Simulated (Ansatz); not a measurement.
## Converging the k-point mesh: CaPb3 (P4mm, 4 atoms in the cell)

```
CaPb3
1.0
    4.90277     0.00000     0.00000
    0.00000     4.90277     0.00000
    0.00000     0.00000     4.90277
Ca Pb
1 3
Cartesian
  0.00000   0.00000   0.05000
  0.00000   2.45138   2.45138
  2.45138   0.00000   2.45138
  2.45138   2.45138   0.00000
```

Method: PBEsol, default PAW files made with PBE (plane waves; Ansatz, a quantum-chemistry and plane-wave program).

Base settings: basis.ecutwfc = 420 eV; kpoints.mp_grid.grid = 7 7 7; hamiltonian.xc = pbesol; hamiltonian.pseudopotentials = {kind: paw} (the program's default PAW files); scf.occupations.method = gaussian; scf.occupations.width = 0.1 eV.

The second cell is the first with its lattice scaled by 0.98.

Only quantities that move along the ladder and can be compared are tabulated.

The count of work is k-points × plane waves × bands × iterations; it is no time. Core times come from one kind of shared machine, to one figure; runs under 30 s give none.

The starting cell comes from a database of computed structures (which also holds hypothetical and non-ambient phases and stackings), without a prior relaxation at this level. Its lattice was rescaled by up to half a per cent. One atom was moved a little off its site on purpose. Ansatz's pressure includes its estimate of the finite-basis (Pulay) stress.

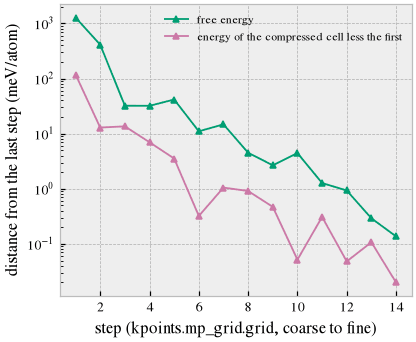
Fig. 1. Distance from the last step along the ladder; very small values are drawn at a floor.

```csv
kpoints.mp_grid.grid,free energy less the last step's (meV/atom),energy of the compressed cell less the first (meV/atom),pressure (GPa),largest difference of a force vector from the last step's (eV/Å),count of work / last,core time / last (rough)
1 1 1,1278.20,121.07,9.28,0.198,0.0016,–
2 2 2,411.22,15.57,0.06,0.030,0.0083,–
3 3 3,32.15,-10.94,-2.25,0.055,0.0071,–
4 4 4,32.04,9.64,-0.38,0.009,0.021,–
5 5 5,41.66,6.19,-0.76,0.008,0.021,–
6 6 6,11.04,2.33,-1.08,0.000,0.047,–
7 7 7,14.77,3.70,-0.92,0.000,0.047,–
8 8 8,4.51,3.56,-0.96,0.005,0.10,–
9 9 9,2.67,3.12,-1.01,0.003,0.10,–
10 10 10,4.45,2.70,-1.04,0.001,0.15,0.2
11 11 11,1.27,2.96,-1.01,0.002,0.17,0.2
13 13 13,0.93,2.60,-1.05,0.001,0.27,0.3
15 15 15,0.29,2.76,-1.04,0.001,0.40,0.4
16 16 16,0.14,2.67,-1.04,0.000,0.56,0.6
20 20 20,0.00,2.65,-1.04,0.000,1.0,1
```

Coarsest kpoints.mp_grid.grid that holds the forces within 0.01 eV/Å of the last step, with all finer ones: 4 4 4, at 0.021 of the last step's count of work; the step before is off by 0.055 eV/Å.

Coarsest kpoints.mp_grid.grid that holds the pressure within 0.1 GPa of the last step, with all finer ones: 8 8 8, at 0.10 of the last step's count of work; the step before is off by 0.13 GPa.

Coarsest kpoints.mp_grid.grid that holds the energy of the compressed cell less the first within 0.2 meV/atom of the last step, with all finer ones: 13 13 13, at 0.27 of the last step's count of work and about 0.3 of the last step's time; the step before is off by 0.31 meV/atom.

The energy difference between the two cells stays within 1 meV/atom of the last step's from 8 8 8 on, the total only from 13 13 13 on: much of the error is common to both cells and cancels.

Two neighbours can agree and both be off: 3 3 3 and 4 4 4 differ by 0.11 meV/atom in the free energy, yet lie about 32 meV/atom from the last step.

Keys are those of Ansatz 0.2.
